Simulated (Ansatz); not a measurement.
C11b WSi₂ was calculated with PBE+SOC (Ansatz, a program for electronic structure, plane waves, PAW).

Settings: plane-wave cutoff 520 eV, 24×24×24 k mesh, Fermi–Dirac smearing 0.05 eV, PAW data made under PBE.

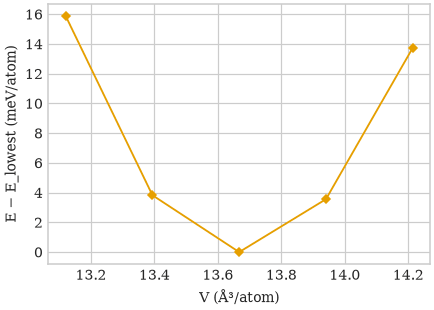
Fig. 1. Total energy against volume

Problem. From the curve, estimate the equilibrium volume and the bulk modulus.

Solution. V0 ≈ 13.7 Å³/atom and B0 ≈ 220 GPa; the fit gives V0 = 13.667 Å³/atom, B0 = 216 GPa, B′ = 4.4.

Shape and atoms are relaxed at each volume.

Note: the bulk modulus comes from volumes at which shape and atoms were relaxed.

It cost roughly 110 core-minutes of CPU time.
